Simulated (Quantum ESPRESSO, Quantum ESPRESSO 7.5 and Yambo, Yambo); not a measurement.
# CdWO4 (P2/c): G0W0 on several meshes in Yambo

How does the mesh move the gap of CdWO4 (P2/c)?

Method: LDA and many-body steps on it, plane waves, in Quantum ESPRESSO 7.5 and Yambo 5.3.0.

**1. The starting structure**

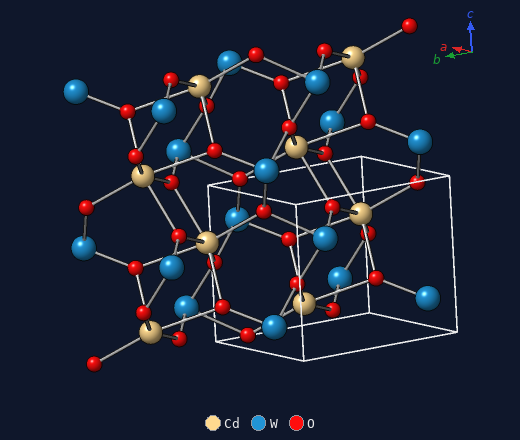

The cell as given, from a free direction (cadmium orange, tungsten blue, oxygen red). 1×2×2 cells are drawn. Some periodic images of atoms are drawn too.

The cell and positions come from the Crystallography Open Database and are kept as given unless a step says otherwise. Spin-orbit coupling is left out unless a step names it.

**2. Empty states on the mesh, 4×2×2 mesh, 349 bands**

This step: Quantum ESPRESSO 7.5; DFT, LDA, plane waves, norm-conserving pseudopotentials.

The sums over transitions need many empty states on a uniform mesh; this step solves for them.

pw.in

```
&control
  calculation = 'nscf'
  prefix = 'x'
  outdir = 'o'
  pseudo_dir = 'pseudo'
/
&system
  ibrav = 0
  nat = 12
  ntyp = 3
  ecutwfc = 94.0
  nbnd = 349
  force_symmorphic = .true.
/
&electrons
  conv_thr = 1e-9
  electron_maxstep = 80
  diago_full_acc = .true.
  diago_thr_init = 5e-6
/
ATOMIC_SPECIES
  Cd 112.41 Cd.upf
  W 183.84 W.upf
  O 15.999 O.upf
CELL_PARAMETERS angstrom
  5.0400000000 -0.0000000000 0.0000000000
  -0.0000000000 5.8701000000 -0.0000000000
  -0.1309573182 -0.0000000000 5.0824131071
ATOMIC_POSITIONS crystal
  Cd 0.5000000000 0.6972900000 0.2500000000
  Cd 0.5000000000 0.3027100000 0.7500000000
  W 0.0000000000 0.1785500000 0.2500000000
  W 0.0000000000 0.8214500000 0.7500000000
  O 0.2018000000 0.0955000000 0.9504000000
  O 0.7982000000 0.0955000000 0.5496000000
  O 0.7982000000 0.9045000000 0.0496000000
  O 0.2018000000 0.9045000000 0.4504000000
  O 0.2420000000 0.3703000000 0.3839000000
  O 0.7580000000 0.3703000000 0.1161000000
  O 0.7580000000 0.6297000000 0.6161000000
  O 0.2420000000 0.6297000000 0.8839000000
K_POINTS automatic
  4 2 2 0 0 0
```

Run with:

```sh
$ OMP_NUM_THREADS=1 mpirun -n 8 pw.x -nk 4 -in pw.in > pw.out
```

The log of the run:

```text
Program PWSCF v.7.5 starts

     This program is part of the open-source Quantum ESPRESSO suite
     for quantum simulation of materials; please cite
         "P. Giannozzi et al., J. Phys.:Condens. Matter 21 395502 (2009);
         "P. Giannozzi et al., J. Phys.:Condens. Matter 29 465901 (2017);
         "P. Giannozzi et al., J. Chem. Phys. 152 154105 (2020);
     in publications or presentations arising from this work. More details at

     Atomic positions and unit cell read from directory:
     o/x.save/

     Message from routine setup:
[...]
19.2524  19.5519  19.9276  20.3285  20.3773  20.4149  21.7715  22.0866
     [... 32 further rows ...]
    89.7270  89.7658  89.7750  90.3404  90.4005  90.6827  90.6948  91.0565
    91.0820  91.3117  91.4397  91.7065  91.8483

          k = 0.0000-0.4293-0.4958 ( 15656 PWs)   bands (ev):

     [... further k-points ...]

     highest occupied, lowest unoccupied level (ev):     8.7283   11.7260

     XML data file, pseudopotentials, collected wavefunctions

=------------------------------------------------------------------------------=
   JOB DONE.
=------------------------------------------------------------------------------=
```

Run time: 2.8 min. Hardware: 8 MPI ranks of Arm Neoverse V2, shared host; peak memory 2.5 GiB; 22 min of CPU time.

Numbers from this step:

```
gap                                                           : 2.998 eV
k of the valence top                                          : 0, -0.5, 0
k of the conduction bottom                                    : 0, -0.5, 0
least direct gap                                              : 2.998 eV
k points computed                                             : 12
lowest point of the top converged band, above the valence top : 81.7567 eV
```

On this mesh the gap is 2.998 eV.

The density comes from a self-consistent run that is not shown.

**3. Conversion and set-up**

This step: Yambo 5.3.0; conversion and set-up on LDA, plane waves, norm-conserving pseudopotentials.

The states are converted to the many-body program's format and the q mesh is built.

Run with:

```sh
$ (cd o/x.save; p2y > p2y.log; mv SAVE ../..); yambo > setup.log
```

The log of the run:

```text
 Yambo, version 5.3.0

 [02] CORE Variables Setup
 =========================

  [02.01] Unit cells
  ==================

  Cell kind             :  Unknown
  Atoms in the cell     :  Cd  W  O
  number of Cd atoms    :  2
  number of W  atoms    :  2
  number of O  atoms    :   8

  List of atomic masses
  Mass of Cd    :  112.4100
  Mass of W     :  183.8400
  Mass of O     :  15.99900

  List of atomic coordinates    : [cc]
  Cd1       :  4.700241  7.734955  2.401092  order 1
  Cd2       :  4.576505  3.357926  7.203277  order 2
[...]
K/Q-points units:
 rlu = crystal or reduced units; cc = cartesian coordinates; iku = interal k-units

 Q [ 1]         [rlu]:  0.000000  0.000000  0.000000
 Q [ 2]         [rlu]:  0.35366E-17   0.0000     -0.50000
 Q [ 3]         [rlu]:  0.000000 -0.500000  0.000000
[...]
Q [ 8]         [rlu]:  0.250000 -0.500000 -0.500000
 Q [ 9]         [rlu]: -0.50000       0.0000      0.12732E-17
 Q [10]         [rlu]:  0.500000  0.000000 -0.500000
 Q [11]         [rlu]: -0.50000     -0.50000      0.12732E-17
 Q [12]         [rlu]:  0.500000  0.500000 -0.500000

  [03.01] X indexes
  =================

   [03.01.01] Sigma indexes
   ========================

 [06] Game Over & Game summary
```

Run time: 4.7 s. Hardware: 1 MPI rank; peak memory 0.26 GiB.

**4. 4×2×2**

G0W0 replaces the xc potential by the self-energy, built once from these orbitals. Only a window of levels is corrected, while the sums run over the empty bands that the input names.

This step: G0W0 on LDA, plane waves, norm-conserving pseudopotentials.

gw2.in

```
HF_and_locXC
gw0
dyson
ppa
em1d
rim_cut
RandQpts= 1000000
RandGvec= 1 RL
EXXRLvcs= 94 Ry
VXCRLvcs= 376 Ry
Chimod= "HARTREE"
% BndsRnXp
 1 | 176 |
%
NGsBlkXp= 6 Ry
% LongDrXp
 1 | 1 | 1 |
%
% GbndRnge
 1 | 176 |
%
DysSolver= "n"
ExtendOut
PPAPntXp= 27.21138 eV
% QPkrange
 3 | 3 | 57 | 60 |
 1 | 1 | 57 | 60 |
%
```

Run with:

```sh
$ OMP_NUM_THREADS=2 mpirun -n 4 yambo -F gw2.in -J gw2 -C gw2 > gw2.log
```

The log of the run:

```text
 Yambo, version 5.3.0

 [02] CORE Variables Setup
 =========================

  [... cell, symmetries and grids as in the set-up ...]

  [02.05] Energies & Occupations
  ==============================

  [X] === General ===
  [X] Electronic Temperature                        :  0.000000  0.000000 [eV K]
  [X] Bosonic    Temperature                        :  0.000000  0.000000 [eV K]
  [X] Finite Temperature mode                       : no
  [X] El. density                                   :  0.77146E+24 [cm-3]
  [X] Fermi Level                                   :  8.728327 [eV]

  [X] === Gaps and Widths ===
  [X] Conduction Band Min                           :  2.997649 [eV]
  [X] Valence Band Max                              :  0.000000 [eV]
  [X] Filled Bands                                  :   58
  [X] Empty Bands                                   :    59   349
  [X] Direct Gap                                    :  2.997649 [eV]
  [X] Direct Gap localized at k                     :  3
  [X] Indirect Gap                                  :  2.997649 [eV]
  [X] Indirect Gap between kpts                     :  3  3
  [X] Last valence band width                       :  0.441199 [eV]
  [X] 1st conduction band width                     :  0.717368 [eV]

 [03] Transferred momenta grid and indexing
 ==========================================

 IBZ Q-points                                      :  12
 BZ  Q-points                                      :  16

 K/Q-points units:
 rlu = crystal or reduced units; cc = cartesian coordinates; iku = interal k-units

 Q [ 1]         [rlu]:  0.000000  0.000000  0.000000
 Q [ 2]         [rlu]:  0.35366E-17   0.0000     -0.50000
 Q [ 3]         [rlu]:  0.000000 -0.500000  0.000000
 Q [ 4]         [rlu]:  0.35366E-17 -0.50000     -0.50000
 Q [ 5]         [rlu]:  0.25000       0.0000     -0.63661E-18
 Q [ 6]         [rlu]:  0.250000  0.000000 -0.500000
 Q [ 7]         [rlu]:  0.25000     -0.50000     -0.63661E-18
 Q [ 8]         [rlu]:  0.250000 -0.500000 -0.500000
 Q [ 9]         [rlu]: -0.50000       0.0000      0.12732E-17
 Q [10]         [rlu]:  0.500000  0.000000 -0.500000
 Q [11]         [rlu]: -0.50000     -0.50000      0.12732E-17
 Q [12]         [rlu]:  0.500000  0.500000 -0.500000

 [04] Coloumb potential Random Integration (RIM)
 ===============================================

  [04.01] RIM initialization
  ==========================

  * Diagonal components only detected *

  8 x (sBL volume)        :  0.122227 [a.u.]
  sBZ random points       :  1000000
  Points outside the sBZ  :   7990763
  RL volume               :  0.244454 [a.u.]
  Integrated volume       :  0.244736 [a.u.]

  [04.02] RIM integrals
  =====================

  Gamma point sphere radius             :  0.090020 [a.u.]
  Points outside the sphere             :   802047
  [Int_sBZ(q=0) 1/q^2]*(Vol_sBZ)^(-1/3) =:  7.360908
                                 should be <:  7.795600

  Summary of Coulomb integrals for non-metallic bands |Q|[au] RIM/Bare

  Q [1] 0.100000E-4 0.944239 * Q [5] 0.164981 0.757648
  Q [3] 0.283208 1.090704 * Q [2] 0.327100 1.166716
  Q [7] 0.327758 1.035984 * Q [9] 0.329963 0.924099
  Q [6] 0.362537 1.099478 * Q [4] 0.432668 1.091057
  Q [11] 0.434836 0.993103 * Q [10] 0.458595 1.023114
  Q [8] 0.460044 1.064249 * Q [12] 0.538996 1.023870

 [05] Dipoles
 ============

  [05.01] Setup: observables and procedures
  =========================================

  [WARNING] [x,Vnl] slows the Dipoles computation. To neglect it rename the ns.kb_pp file

 [06] Dynamic Dielectric Matrix (PPA)
 ====================================

 [WR./gw2//ndb.pp]---------------------------------------------------------------
  Brillouin Zone Q/K grids (IBZ/BZ)                :  12  16  12  16
  RL vectors                                       :  18397 [WF]
  Coulomb cutoff potential                         : none
  Electronic Temperature                           :  0.000000 [K]
  Bosonic    Temperature                           :  0.000000 [K]
  PPA    diel. fun.  energies                      : Slater exchange(X)+Perdew & Wang(C)
  wavefunctions                                    : Slater exchange(X)+Perdew & Wang(C)
  Global Gauge                                     : length
  X matrix size                                    :  261
  X band range                                     :    1  176
  X e/h energy range                               : -1.000000 -1.000000 [eV]
  X Time ordering                                  : R
  X Hxc Kernel                                     : HARTREE
  X Drude frequency                                :  0.000000  0.000000
  X poles                                          :  100.0000 [o/o]
  RL vectors in the sum                            :  18397
  [r,Vnl] included                                 : yes
  Field direction                                  :  0.577350E-5  0.577350E-5  0.577350E-5
  BZ energy Double Grid                            : no
  BZ energy DbGd points                            : 0
  BZ Q point size factor                           : -1.000000
  X Optical Averaged directions                    : none

 [07] Local Exchange-Correlation + Non-Local Fock
 ================================================

 [VXC] Plane waves :  125031
 [EXS] Plane waves :  15645

 QP @ state[ 1 ] K range:  1  1
 QP @ state[ 1 ] b range:   57   60
 QP @ state[ 2 ] K range:  3  3
 QP @ state[ 2 ] b range:   57   60

 [xc] Functional : Slater exchange(X)+Perdew & Wang(C)
 [xc] LIBXC used to calculate xc functional
  PP Number of Atomic Species                      :  3
  NLCC RL compoments                               :  125031
  PP Number of Atomic Species                      :  3
  NLCC RL compoments                               :  125031

 [xc] E_xc :  -72.74790 [Ha]
      E_xc :  -145.4958 [Ry]

  Local XC kind (lXC) : Slater exchange(X)+Perdew & Wang(C)
  Non-Local XC kind (nlXC) : Hartree-Fock

  Corrections @ K [1] :  [eV]
 <57|nlXC|57> = -24.80884 -0.16259E-17 <57|lXC|57> = -19.76322  0.000000
 <58|nlXC|58> = -25.53299 -0.79808E-17 <58|lXC|58> = -20.82945 -0.18882E-15
 <59|nlXC|59> = -11.91698  0.66353E-18 <59|lXC|59> = -17.16864  0.37763E-15
 <60|nlXC|60> = -12.37477 -0.20737E-17 <60|lXC|60> = -18.08660 -0.59005E-17

  Corrections @ K [3] :  [eV]
 <57|nlXC|57> = -24.48096 -0.47020E-17 <57|lXC|57> = -19.43870 -0.15489E-16
 <58|nlXC|58> = -25.78578 -0.78411E-17 <58|lXC|58> = -20.95771  0.18882E-15
 <59|nlXC|59> = -11.49919  0.26015E-17 <59|lXC|59> = -17.10840 -0.64906E-16
 <60|nlXC|60> = -11.09630 -0.16446E-17 <60|lXC|60> = -16.65712 -0.21242E-15

 [08] Dyson equation: Newton solver
 ==================================

  [08.01] G0W0 (W PPA)
  ====================

  [  GW  ] Bands range     :    1  176
  [GW/PPA] G damping       :  0.100000 [eV]

  QP @ state[ 1 ] K range:  1  1
  QP @ state[ 1 ] b range:   57   60
  QP @ state[ 2 ] K range:  3  3
  QP @ state[ 2 ] b range:   57   60

   Sc/G bands                                       :    1  176
   Sc/G damping                                     :  0.100000 ev
   Sc bands terminator                              : no
   Sx RL components                                 :  15645

   QP @ state[ 1 ] K range                          :  1  1
   QP @ state[ 1 ] b range                          :   57   60
   QP @ state[ 2 ] K range                          :  3  3
   QP @ state[ 2 ] b range                          :   57   60
   GF energies kind                                 : Slater exchange(X)+Perdew & Wang(C)
   GF WF`s kind                                     : Slater exchange(X)+Perdew & Wang(C)
   Xs energies kind                                 : Slater exchange(X)+Perdew & Wang(C)
   Xs WF`s kind                                     : Slater exchange(X)+Perdew & Wang(C)

 [11] Game Over & Game summary
```

It took 2.3 min on 4 MPI ranks; peak memory 7.4 GiB.

Numbers from this step:

```yaml
g0w0_gap_on_the_points_computed: 4.878 eV
starting_gap_on_the_mesh: 2.998 eV
k_of_the_valence_top: 0, -0.5, 0
k_of_the_conduction_bottom: 0, -0.5, 0
least_direct_g0w0_gap_on_the_computed_points: 4.878 eV
z_at_the_valence_top: 0.7871
z_at_the_conduction_bottom: 0.8244
```

The gap on the mesh goes from 3.00 eV to 4.88 eV, a correction of +1.88 eV.

**5. Empty states on the mesh, 2×2×2 mesh, 176 bands**

This step: Quantum ESPRESSO 7.5; DFT, LDA, plane waves, norm-conserving pseudopotentials.

Edit pw.in of step 2 so:

```diff
@@ -11,3 +11,3 @@
   ecutwfc = 94.0
-  nbnd = 349
+  nbnd = 176
   force_symmorphic = .true.
@@ -42,2 +42,2 @@
 K_POINTS automatic
-  4 2 2 0 0 0
+  2 2 2 0 0 0
```

Run with:

```sh
$ OMP_NUM_THREADS=1 mpirun -n 8 pw.x -nk 4 -in pw.in > pw.out
```

The log of the run:

```text
[banner, memory and clock lines left out]
Program PWSCF v.7.5 starts

     Atomic positions and unit cell read from directory:
     o/x.save/

     Message from routine setup:
     using ibrav=0 with symmetry is DISCOURAGED, use correct ibrav instead

     bravais-lattice index     =            0
     lattice parameter (alat)  =       9.5242  a.u.
     unit-cell volume          =    1014.7115 (a.u.)^3
     number of atoms/cell      =           12
     number of atomic types    =            3
     number of electrons       =       116.00
[...]
[... 10 further rows ...]
[...]
k = 0.0000 0.0000-0.4958 ( 15626 PWs)   bands (ev):

[...]
[... 10 further rows ...]
[...]
k = 0.0000-0.4293 0.0000 ( 15614 PWs)   bands (ev):

[...]
[... 10 further rows ...]
    49.1675  49.4403  50.1218  50.3686  50.5134  50.7660  50.8221  51.0051
    51.1389  51.2692  51.5954  51.6842  52.3653  52.8510  52.8792  52.9351

          k = 0.0000-0.4293-0.4958 ( 15656 PWs)   bands (ev):

     [... further k-points ...]

     highest occupied, lowest unoccupied level (ev):     8.7283   11.7260

     XML data file, pseudopotentials, collected wavefunctions
```

The job ended after 34 s (8 MPI ranks; peak memory 1.6 GiB; 4.6 min of CPU time).

This step gave:

```
gap                                                           : 2.998 eV
k of the valence top                                          : 0, -0.5, 0
k of the conduction bottom                                    : 0, -0.5, 0
least direct gap                                              : 2.998 eV
k points computed                                             : 8
lowest point of the top converged band, above the valence top : 43.66 eV
```

On this mesh the gap is 2.998 eV.

[end of part 1 of 2]

[Paths, hosts, dates, memory and timing lines, banners, echoed tables and standing remarks are left out of the program output.]

[Logs are printed without paths, hosts, clocks, repeated set-up lines and the standing remarks that a program may print on its own settings, such as how far it seeks lower states.]

[Runs of the session that timed out or met a known fault of the program may be left out.]

[Hosts, paths, dates, database ids (printed as entryN), source tags and the programs' standing remarks are cut or masked in the printed files.]
